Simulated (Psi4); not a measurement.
# BHO2 (oxoborinic acid) at OMP2/def2-TZVPP (density fitting for correlation)

Aim: the energy change on altering one bond length of BHO2 (oxoborinic acid) at OMP2/def2-TZVPP (density fitting for correlation), from 2 runs. 

The results are computed with Psi4 1.11.

### Step 1. Starting point

BHO2 has 4 atoms, charge 0, and is taken as a singlet. SMILES: `O=BO`. Geometry: relaxed at PBE0-D4/def2-TZVP.

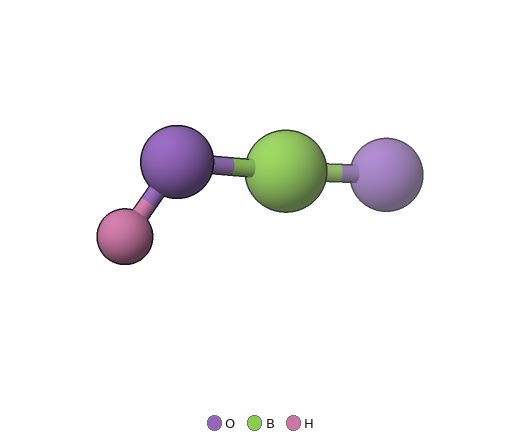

Viewed from a chosen angle; oxygen purple, boron green, hydrogen pink.

### Step 2. A single-point energy at OMP2/def2-TZVPP (density fitting for correlation)

The input, bho2.dat:

```
memory 1600 mb

molecule mol {
  O     -2.93871310     0.98927163     0.80974764
  B     -0.80105490     0.24944385     0.46978591
  O      1.54333933    -0.57069729     0.20522426
  H      2.19642867    -0.66801819    -1.48475782
  units au
  symmetry c1
  no_reorient
  no_com
}

set globals {
  basis           def2-TZVPP
  puream          true
  e_convergence   1e-09
  d_convergence   1e-08
  scf_type        pk
  num_frozen_docc 3
}

e = energy('omp2')
```

The run is started by

```sh
$ psi4 bho2.dat bho2.out -n 1
```

bho2.out:

```text
[...]
  Running in c1 symmetry.
[...]
  Nuclear repulsion =   54.005576512366055
[...]
  Multiplicity = 1
[...]
  Nalpha       = 11
  Nbeta        = 11
[...]
    Number of basis functions: 107
[...]
   @RHF iter   1:  -175.00010630914844   -1.04047e+00   6.17760e-03 DIIS/ADIIS
[...]
   @RHF iter  12:  -175.16092933257818   -6.53699e-12   4.16703e-09 DIIS
[...]
    Orbital Energies [Eh]
    ---------------------
    Doubly Occupied:
       1A    -20.640047     2A    -20.536516     3A     -7.670205
       4A     -1.439953     5A     -1.310195     6A     -0.821938
       7A     -0.662157     8A     -0.625173     9A     -0.608433
      10A     -0.497671    11A     -0.491757
[...]
  @RHF Final Energy:  -175.16092933257818
   => Energetics <=
    Nuclear Repulsion Energy =             54.0055765123660549
    One-Electron Energy =                -347.7249224356479544
    Two-Electron Energy =                 118.5584165907037146
    Total Energy =                       -175.1609293325781778
[...]
 Multipole Moments:
 ------------------------------------------------------------------------------------
     Multipole            Electronic (a.u.)      Nuclear  (a.u.)        Total (a.u.)
 ------------------------------------------------------------------------------------
 L = 1.  Multiply by 2.5417464519 to convert [e a0] to [Debye]
 Dipole X            :         14.3346074          -12.9718360            1.3627714
 Dipole Y            :         -4.3482387            3.9277958           -0.4204429
 Dipole Z            :         -9.8317031            8.9839469           -0.8477562
 Magnitude           :                                                    1.6590988
[...]
	Warning: cc_lambda option is changed to TRUE
	For this residual convergence, default PCG convergence is:     1.00e-07
[...]
	DF-MP2 Total Energy (a.u.)         :  -175.71850905773346
[...]
	DF-MP2 Total Energy (a.u.)         :  -175.72775235311198
[...]
	DF-OMP2 Total Energy (a.u.)        :  -175.72775235311209
[...]
```

Wall time 15 s (1 thread of Intel Xeon 6975P-C (Granite Rapids), shared host); peak memory 0.45 GiB.

### Step 3. The distorted shape, same level

The input, bho2.xyz:

```xyz
4
BHO2
O     -1.831563     0.564697     1.143896
B     -0.700363     0.173197     0.963996
O      0.540237    -0.260803     0.823996
H      1.162300    -0.353500    -0.785700
```

The input, calc.py:

```python
import psi4

psi4.set_memory('1600 MB')
psi4.set_num_threads(1)
psi4.set_output_file('bho2.out', False)

with open('bho2.xyz') as f:
    atoms = ''.join(f.readlines()[2:])
geom = psi4.geometry('0 1\n' + atoms + 'symmetry c1\nno_reorient\nno_com')

psi4.set_options(dict(basis='def2-TZVPP', puream=True, e_convergence=1e-09, d_convergence=1e-08, scf_type='pk', num_frozen_docc=3))

energy_value, wavefunction = psi4.energy("omp2", return_wfn=True)
print(f'omp2 energy: {energy_value:.10f} Eh')
```

The run is started by

```sh
$ python calc.py
```

bho2.out:

```text
[...]
  Running in c1 symmetry.
[...]
  Nuclear repulsion =   51.493115201107990
[...]
  Multiplicity = 1
[...]
  Nalpha       = 11
  Nbeta        = 11
[...]
    Number of basis functions: 107
[...]
   @RHF iter   1:  -174.76220943974869   -1.18532e+00   6.61777e-03 ADIIS/DIIS
[...]
   @RHF iter  12:  -174.98429645717007   -4.09841e-11   9.76122e-09 DIIS
[...]
    Orbital Energies [Eh]
    ---------------------
    Doubly Occupied:
       1A    -20.642920     2A    -20.521289     3A     -7.646417
       4A     -1.352878     5A     -1.295233     6A     -0.682398
       7A     -0.594055     8A     -0.593051     9A     -0.572607
      10A     -0.474978    11A     -0.469529
[...]
  @RHF Final Energy:  -174.98429645717007
   => Energetics <=
    Nuclear Repulsion Energy =             51.4931152011079902
    One-Electron Energy =                -343.2641130353910057
    Two-Electron Energy =                 116.7867013771129621
    Total Energy =                       -174.9842964571700747
[...]
 Multipole Moments:
 ------------------------------------------------------------------------------------
     Multipole            Electronic (a.u.)      Nuclear  (a.u.)        Total (a.u.)
 ------------------------------------------------------------------------------------
 L = 1.  Multiply by 2.5417464519 to convert [e a0] to [Debye]
 Dipole X            :         25.6184421          -23.9430624            1.6753796
 Dipole Y            :         -6.0480331            5.5626677           -0.4853654
 Dipole Z            :        -38.8045730           37.3738997           -1.4306732
 Magnitude           :                                                    2.2559482
[...]
	Warning: cc_lambda option is changed to TRUE
	For this residual convergence, default PCG convergence is:     1.00e-07
[...]
	DF-MP2 Total Energy (a.u.)         :  -175.57046421733358
[...]
	DF-MP2 Total Energy (a.u.)         :  -175.58519020420468
[...]
	DF-OMP2 Total Energy (a.u.)        :  -175.58519020420425
[...]
```

Standard output:

```text
omp2 energy: -175.5851902042 Eh
```

Wall time 17 s (1 thread of Intel Xeon 6975P-C (Granite Rapids), shared host); peak memory 0.44 GiB.

### Step 4. Summary of results

Level: OMP2/def2-TZVPP (density fitting for correlation), 3 core orbitals frozen.

| quantity | value |
| --- | --- |
| first shape: total energy | -175.72775 Eh |
| first shape: HOMO energy (Hartree–Fock orbitals) | -13.38 eV |
| first shape: LUMO energy (Hartree–Fock orbitals) | 2.02 eV |
| first shape: HOMO–LUMO gap (Hartree–Fock orbitals) | 15.40 eV |
| first shape: correlation energy (3 core orbitals frozen) | -566.8 mEh |
| distorted shape: total energy | -175.58519 Eh |
| distorted shape: HOMO energy (Hartree–Fock orbitals) | -12.78 eV |
| distorted shape: LUMO energy (Hartree–Fock orbitals) | -2.02 eV |
| distorted shape: HOMO–LUMO gap (Hartree–Fock orbitals) | 10.75 eV |
| distorted shape: correlation energy (3 core orbitals frozen) | -600.9 mEh |
| energy change with the O3–H4 bond stretched from 0.960 to 1.728 Å | 3.879 eV |

In words: With the O3–H4 bond stretched from 0.960 to 1.728 Å the energy rises by 3.88 eV (374 kJ/mol). The first shape isn't relaxed at this level, so the change isn't measured from a minimum. A restricted reference can't describe the breaking bond well at this length.
